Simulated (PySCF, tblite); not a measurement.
# C4H7F2OSi radical: geometry, infrared bands and EPR parameters

Wanted: the infrared bands and EPR parameters of C4H7F2OSi radical (`FC[C@H]1CO[SiH2][C]1F`), by calculation.

Computed with tblite 0.8.0 and PySCF 2.14.0, with density-fitted response routines of our own, on a single molecule in the gas phase. Atoms are numbered from 0 throughout.

**1. The starting structure**

15 atoms, charge 0, multiplicity 2; geometry from: force field or distance geometry start.

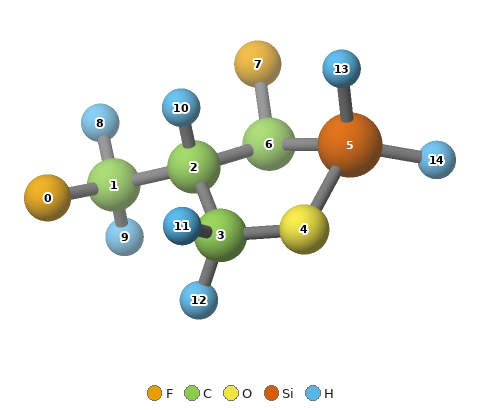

As it starts; fluorine amber, carbon green, oxygen yellow, silicon orange, hydrogen blue, atoms numbered.

**2. Optimising the geometry with GFN2-xTB**

What the job is given:

```
{"job": {"kind": "relax", "xc": "GFN2-xTB", "basis": "xTB"}, "charge": 0, "multiplicity": 2}
F     -2.277700    -1.229200     0.677500
C     -1.896100    -0.199200    -0.143900
C     -0.382400    -0.052100    -0.016700
C      0.399400    -1.216400    -0.410800
O      1.698000    -0.916100    -0.701700
Si     1.908600     0.777000    -0.584300
C      0.097200     1.169100    -0.825100
F     -0.283300     2.339600    -0.207300
H     -2.307800     0.743300     0.308800
H     -2.194600    -0.308600    -1.186000
H     -0.177800     0.208600     1.038000
H      0.447300    -1.895000     0.511200
H     -0.119000    -1.875200    -1.148600
H      2.333500     1.093500     0.778700
H      2.750400     1.368800    -1.617500
```

Run with:

```bash
OMP_NUM_THREADS=1 python probes_run.py task.json out
```

This one command runs all jobs of the session in turn.

**Question.** This job is followed by: GFN2-xTB harmonic vibrations, gas phase; UKS B3LYP, pcH-1 on C F H O Si, non-relativistic, mean-field spin-orbit, GIAO. What will the session give for the following? strongest single infrared mode (GFN2-xTB); zero-point energy (GFN2-xTB); g(iso) (B3LYP); ⟨S²⟩; largest a(iso); potential on the surface of density 0.002 e/bohr³, 1st and 99th percentile.

As calculated:

```
                                                                  quantity                  value
                                 strongest single infrared mode (GFN2-xTB)  2247 cm⁻¹, 330 km/mol
                                              zero-point energy (GFN2-xTB)          64.0 kcal/mol
                                                            g(iso) (B3LYP)                2.00409
                                                                      ⟨S²⟩     0.754 (exact 0.75)
                                                            largest a(iso)   19F on F7, 144.9 MHz
potential on the surface of density 0.002 e/bohr³, 1st and 99th percentile     -1.13 V and 1.56 V
```

Over 96 steps the energy fell by 1.071 eV; of the close pairs, C2–C3 changed most, 1.457 to 1.544 Å. The lowest mode is slightly imaginary (12i cm⁻¹), a soft motion within the noise of the Hessian, so the minimum is not strictly shown. The strongest single mode, at 2247 cm⁻¹, moves mainly H14. Unscaled tight-binding wavenumbers are off by several per cent, some by more. Its intensities can rank the bands wrongly. C6 carries the largest spin population, 0.88 e. The isotropic g lies 1.8 ppt above the free-electron value. These values are for one conformer; the search (at its own cheap level) found 2 more, at 0.92, 1.66 kcal/mol, and measured spectra average over such forms.
